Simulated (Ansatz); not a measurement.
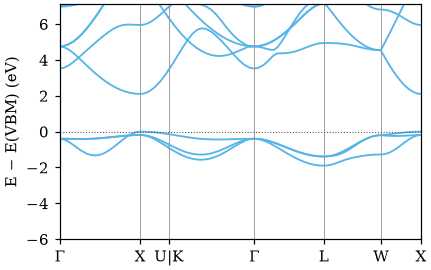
Band structure from the program Ansatz at the PBE level (PAW)

**Question.** Read off the gap and where the band edges lie.

**Answer.** About 2.1 eV (2.10 eV by a search for the band edges); maximum at X, minimum at X.

**Question.** Which of these materials gives this?
A) PbS, rock salt
B) TlBr, zinc blende
C) BaO, rock salt

**Answer.** C, BaO, rock salt

Space group Fm-3m (rock salt). The PBE relaxation kept the symmetry of its start. Scalar-relativistic: spin–orbit coupling is off unless named, which matters more the heavier the elements.

Potentials: the later of the program's two PAW sets.
